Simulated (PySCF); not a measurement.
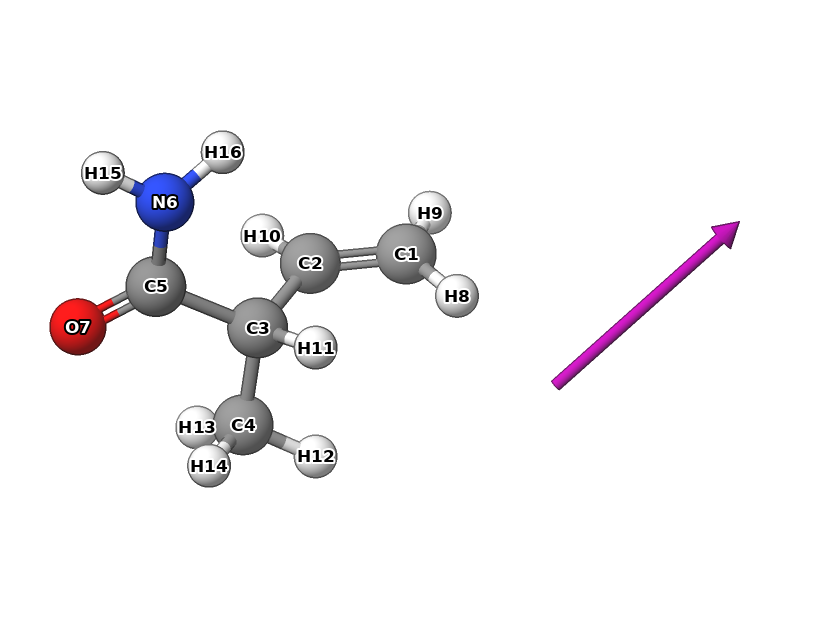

The arrow beside the molecule shows the direction of the dipole moment, from the negative to the positive end (its length means nothing). Geometry: a frame of a GFN2-xTB molecular-dynamics simulation, not a minimum. Properties computed with PBE0/pcSseg-1, gas phase (PySCF 2.14.0).

### How large is the dipole moment?

3.16 D; it points from the side of O7, H13, H14 to the side of H9 (the outermost atoms at the two ends).
